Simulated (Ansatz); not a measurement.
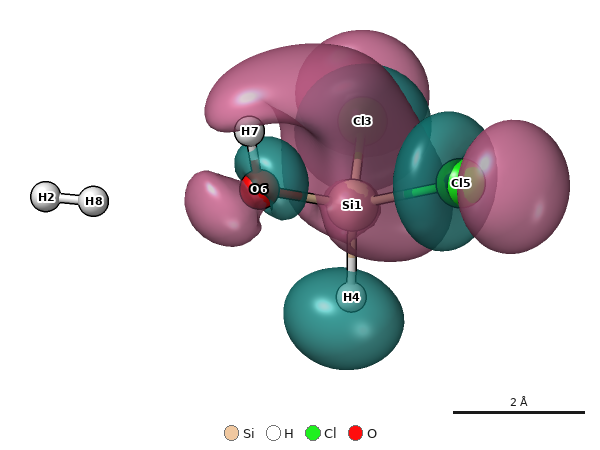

*Cl2H2OSi···H2. One frontier orbital at ±0.08 Å⁻³ᐟ² (teal and pink are the two phases), seen from one side.*

These are results of RKS BLYP-D4/6-31G* in Ansatz 0.2.0, not measurements.

Input

```
crystal:
  periodic: [false, false, false]
  atoms:
    - { symbol: Si, position_ang: [0.049515, -0.597883, -0.284306] }
    - { symbol: H, position_ang: [0.619637, 0.547856, 2.062333] }
    - { symbol: Cl, position_ang: [1.773106, 0.40013, -0.878659] }
    - { symbol: H, position_ang: [-0.920233, 0.380099, 0.243833] }
    - { symbol: Cl, position_ang: [-0.777919, -1.498222, -1.98037] }
    - { symbol: O, position_ang: [0.358302, -1.775225, 0.860798] }
    - { symbol: H, position_ang: [0.549128, -2.659055, 0.479054] }
    - { symbol: H, position_ang: [0.694965, -0.117199, 2.301716] }
basis:
  gaussian: { orbitals: "6-31G*" }
hamiltonian:
  xc: blyp
  dispersion: d4
relax:
  f_tol: 0.03
  max_steps: 50
output:
  orbitals: {}
```

Command:

```sh
ansatz run input.yaml --threads 1 --pin off --max-ram 2048MiB --backend cpu --events-out ev --progress --plain --runs-dir out
```

The fields are those of the run's last geometry, not of the input's.

Q: Which orbital is it: HOMO or LUMO?

A: The LUMO, at −0.79 eV. It lies mainly on Si1 (about 35 %), Cl5 (about 20 %), Cl3 (about 20 %), O6 (about 10 %) and H4 (about 5 %).
